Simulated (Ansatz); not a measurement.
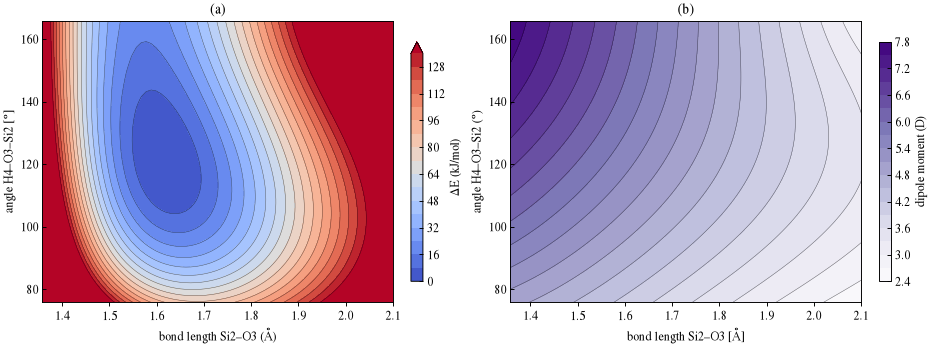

HNOSi, SMILES N#[Si]O. 
- Coordinates scanned: (1) bond length Si2–O3; (2) angle H4–O3–Si2.
- Nothing is relaxed (all other coordinates rigid).
- Grid: 15 × 15 points.
- Points are written as (first, second).
- Energies: kJ/mol, counted from the relaxed molecule at the same level.
- Level of theory: RKS PBE0-D4/def2-TZVP in Ansatz.

Panel (a) is the energy and panel (b) the computed dipole moment on the same grid.

In the figure: filled contours, one colour for all values above the top of the scale. Between grid points the surface is interpolated.

### How does the dipole moment vary over the map, and what is it at the lowest grid point?

Leaving out the highest fifth of the energies, it runs from 2.77 D at (1.995 Å, 75.8°) to 7.39 D at (1.411 Å, 165.8°). At the lowest grid point, (1.623 Å, 120.8°), it is 5.39 D.
